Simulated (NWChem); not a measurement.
# One shape, several levels: B2PH3ClF (SMILES BPB(F)Cl)

Aim: a comparison of 3 runs (HF/STO-3G, HF/3-21G, B3LYP/6-31G*) of B2PH3ClF. 

The results are computed with NWChem 7.3.0.

**1. The molecule**

B2PH3ClF has 8 atoms, charge 0, and is taken as a singlet. As SMILES, `BPB(F)Cl`. Geometry: relaxed at PBE0-D4/def2-TZVP. This is one conformer, not always the lowest.

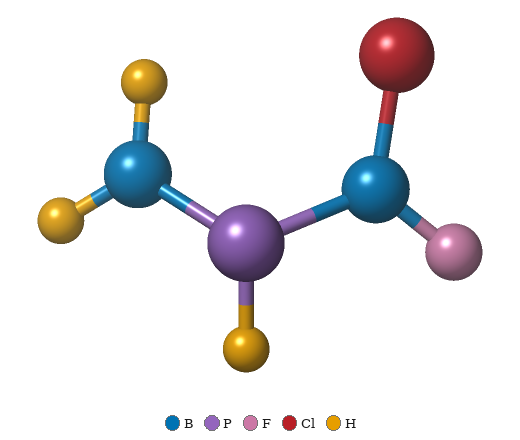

The structure, seen from a chosen angle (boron blue, phosphorus purple, fluorine pink, chlorine red, hydrogen amber).

**2. Energy and gradient at HF/STO-3G (run 1)**

Input file b2clfh3p.nw:

```
start b2clfh3p
memory total 2200 mb
charge 0

geometry units angstroms noautosym nocenter noautoz
   B    -0.167000    0.427500    1.498200
   P     0.147200   -0.863800    0.226400
   B     0.347200   -0.109500   -1.490900
   F    -0.202200   -0.684800   -2.541000
   Cl    1.338400    1.308800   -1.735200
   H    -0.876500    0.176900    2.422100
   H     0.437700    1.450300    1.421900
   H    -0.932700   -1.762600    0.142700
end

basis spherical bse
   * library STO-3G
end

scf
   thresh 1e-08
   maxiter 80
   print low
end

task scf gradient
```

Launch:

```console
$ nwchem b2clfh3p.nw > b2clfh3p.out
```

Standard output:

```text
[...]
  functions       =    36
[...]
  wavefunction    = RHF
[...]
         Total SCF energy =   -940.128759152815
      One-electron energy =  -1778.879741824569
      Two-electron energy =    600.821784399366
 Nuclear repulsion energy =    237.929198272389
        Time for solution =      1.9s
[...]
                         RHF ENERGY GRADIENTS
    atom               coordinates                        gradient
                 x          y          z           x          y          z
   1 B      -0.315584   0.807858   2.831187    0.003665  -0.001216  -0.001038
   2 P       0.278168  -1.632345   0.427834    0.003424   0.006329   0.003252
   3 B       0.656113  -0.206925  -2.817392    0.036035   0.043007  -0.003808
   4 F      -0.382103  -1.294084  -4.801794   -0.011568  -0.011637  -0.015484
   5 Cl      2.529209   2.473273  -3.279053   -0.017607  -0.025373   0.005982
   6 H      -1.656345   0.334293   4.577105   -0.013974  -0.007691   0.015525
   7 H       0.827133   2.740670   2.687001    0.012894   0.017557  -0.004270
   8 H      -1.762547  -3.330831   0.269664   -0.012869  -0.020977  -0.000159
 Task  times  cpu:        2.8s     wall:        2.8s
 Total times  cpu:        2.8s     wall:        2.8s
```

It took 3.6 s on 1 thread of Intel Xeon Platinum 8559C (Emerald Rapids), shared host; peak memory 0.099 GiB.

**3. Energy and gradient at HF/3-21G (run 2)**

Input file b2clfh3p.nw:

```
start b2clfh3p
title "B2ClFH3P hf"
memory total 2200 mb

geometry units angstrom noautosym nocenter noautoz
  B       -0.167000       0.427500       1.498200
  P        0.147200      -0.863800       0.226400
  B        0.347200      -0.109500      -1.490900
  F       -0.202200      -0.684800      -2.541000
  Cl       1.338400       1.308800      -1.735200
  H       -0.876500       0.176900       2.422100
  H        0.437700       1.450300       1.421900
  H       -0.932700      -1.762600       0.142700
end

basis "ao basis" spherical bse
  * library 3-21G
end

scf
  singlet
  rhf
  thresh 1e-08
  maxiter 80
  print medium
end

task scf gradient
```

Launch:

```console
$ nwchem b2clfh3p.nw > b2clfh3p.out
```

Standard output:

```text
[...]
  functions       =    59
[...]
  wavefunction    = RHF
[...]
         Total SCF energy =   -946.112582754384
      One-electron energy =  -1781.694552987037
      Two-electron energy =    597.652771960265
 Nuclear repulsion energy =    237.929198272389
        Time for solution =      2.5s
[...]
                         RHF ENERGY GRADIENTS
    atom               coordinates                        gradient
                 x          y          z           x          y          z
   1 B      -0.315584   0.807858   2.831187    0.000748  -0.011411  -0.016343
   2 P       0.278168  -1.632345   0.427834    0.001278   0.011048   0.008459
   3 B       0.656113  -0.206925  -2.817392   -0.000919   0.006712  -0.021184
   4 F      -0.382103  -1.294084  -4.801794    0.010883   0.011268   0.022566
   5 Cl      2.529209   2.473273  -3.279053   -0.011733  -0.017823   0.003704
   6 H      -1.656345   0.334293   4.577105   -0.002858  -0.001993   0.003341
   7 H       0.827133   2.740670   2.687001    0.003856   0.003198  -0.000528
   8 H      -1.762547  -3.330831   0.269664   -0.001256  -0.000999  -0.000015
[...]
```

Wall time 4.2 s (1 thread of Intel Xeon Platinum 8559C (Emerald Rapids), shared host); peak memory 0.099 GiB.

**4. Energy and gradient at B3LYP/6-31G(d) (Cartesian functions) (run 3)**

Input file b2clfh3p.xyz:

```xyz
8

B     -0.167000     0.427500     1.498200
P      0.147200    -0.863800     0.226400
B      0.347200    -0.109500    -1.490900
F     -0.202200    -0.684800    -2.541000
Cl     1.338400     1.308800    -1.735200
H     -0.876500     0.176900     2.422100
H      0.437700     1.450300     1.421900
H     -0.932700    -1.762600     0.142700
```

Input file run.py:

```python
from ase.io import read
from ase.calculators.nwchem import NWChem

atoms = read('b2clfh3p.xyz')

calc = NWChem(
    label='b2clfh3p',
    theory='dft',
    memory='2200 mb',
    basis='6-31G*',
    dft={'xc': 'b3lyp', 'mult': '1', 'grid': 'xfine', 'convergence': 'energy 1e-08', 'iterations': '100', 'mulliken': None},
)
atoms.calc = calc

forces = atoms.get_forces()
print("Total energy (eV):", round(atoms.get_potential_energy(), 6))
print("forces (eV/A):")
for s, f in zip(atoms.symbols, forces):
    print(f"{s:2s} {f[0]:10.5f} {f[1]:10.5f} {f[2]:10.5f}")
print("dipole (e A):", atoms.get_dipole_moment().round(4))
```

Launch:

```console
$ export ASE_NWCHEM_COMMAND="nwchem PREFIX.nwi > PREFIX.nwo"
$ python run.py
```

Standard output:

```text
Total energy (eV): -25932.11076
forces (eV/A):
B    -0.06927    0.19222    0.25274
P     0.08654   -0.26472   -0.02355
B    -0.10372   -0.13843    0.05045
F    -0.10881   -0.13750   -0.22039
Cl    0.26503    0.36988   -0.10156
H     0.01697    0.03054    0.01208
H    -0.01928   -0.00226    0.03605
H    -0.06747   -0.04967   -0.00586
dipole (e A): [-0.1566 -0.1363  0.095 ]
```

The calculator wrote b2clfh3p.nwi:

```
title "b2clfh3p"

permanent_dir b2clfh3p

scratch_dir b2clfh3p

start b2clfh3p

geometry units angstrom nocenter noautosym noautoz
  B  -1.6700000000000001e-01 4.2749999999999999e-01 1.4982000000000000e+00
  P  1.4720000000000000e-01 -8.6380000000000001e-01 2.2639999999999999e-01
  B  3.4720000000000001e-01 -1.0950000000000000e-01 -1.4908999999999999e+00
  F  -2.0219999999999999e-01 -6.8479999999999996e-01 -2.5409999999999999e+00
  Cl 1.3384000000000000e+00 1.3088000000000000e+00 -1.7352000000000001e+00
  H  -8.7649999999999995e-01 1.7690000000000000e-01 2.4220999999999999e+00
  H  4.3769999999999998e-01 1.4502999999999999e+00 1.4218999999999999e+00
  H  -9.3269999999999997e-01 -1.7625999999999999e+00 1.4269999999999999e-01
end

memory 2200 mb

basis noprint
   * library 6-31G*
end

dft
  xc b3lyp
  mult 1
  grid xfine
  convergence energy 1e-08
  iterations 100
  mulliken
end

task dft gradient
```

b2clfh3p.nwo:

```text
Northwest Computational Chemistry Package (NWChem) 7.3.0
             --------------------------------------------------------

           Job information
           ---------------

    nwchem branch   = 7.3.0
    use scalapack   = T
    input           = b2clfh3p.nwi
    prefix          = b2clfh3p.
    data base       = b2clfh3p/b2clfh3p.db
    status          = startup
    nproc           =        1

           Memory information
           ------------------

    heap     =     72089594 doubles =      550.0 Mbytes
    stack    =     72089599 doubles =      550.0 Mbytes
    global   =    144179200 doubles =     1100.0 Mbytes (distinct from heap & stack)
    total    =    288358393 doubles =     2200.0 Mbytes
    verify   = yes
    hardfail = no

[... 108 lines left out ...]
  convergence criterion.
[... 42 lines left out ...]
          Spatial weights used:  Erf1
[... 79 lines left out ...]
         Total DFT energy =     -952.987500778439
[... 3 lines left out ...]
 Nuclear repulsion energy =      237.929198272389
[... 689 lines left out ...]
          Convergence on gradient requested:  5.00D-04
[... 29 lines left out ...]
          total energy or number of iterations.
[... 26 lines left out ...]
                         DFT ENERGY GRADIENTS

    atom               coordinates                        gradient
                 x          y          z           x          y          z
   1 B      -0.315584   0.807858   2.831187    0.001347  -0.003738  -0.004915
   2 P       0.278168  -1.632345   0.427834   -0.001683   0.005148   0.000458
   3 B       0.656113  -0.206925  -2.817392    0.002017   0.002692  -0.000981
[... 4 lines of this table left out ...]
   8 H      -1.762547  -3.330831   0.269664    0.001312   0.000966   0.000114

                 ----------------------------------------
                 |  Time  |  1-e(secs)   |  2-e(secs)   |
                 ----------------------------------------
                 |  CPU   |       0.01   |       6.28   |
                 ----------------------------------------
                 |  WALL  |       0.01   |       6.28   |
                 ----------------------------------------

 Task  times  cpu:       39.2s     wall:       39.2s
 Total times  cpu:       39.3s     wall:       39.3s
```

It took 41 s on 1 thread of Intel Xeon Platinum 8559C (Emerald Rapids), shared host; peak memory 0.14 GiB.

**5. All runs side by side**

```
run                               level  Cartesian functions  iteration cap  energy (Eh)  largest force (eV/Å)  wall time
  1                           HF/STO-3G                   no             80  -940.128759                 2.892      3.6 s
  2                            HF/3-21G                   no             80  -946.112583                 1.413      4.2 s
  3  B3LYP/6-31G* (Cartesian functions)                  yes            100  -952.987501                 0.466       41 s
```

**6. Outcome**

```
                       quantity          value
            run 3: total energy  -952.98750 Eh
           run 3: dipole moment         1.10 D
             run 3: HOMO energy       -7.42 eV
             run 3: LUMO energy       -1.82 eV
           run 3: HOMO–LUMO gap        5.60 eV
run 3: largest force on an atom     0.466 eV/Å
```

**Reading.** In run 1 the basis is minimal, so the values are rough. All runs together took 48 s, the longest 41 s.
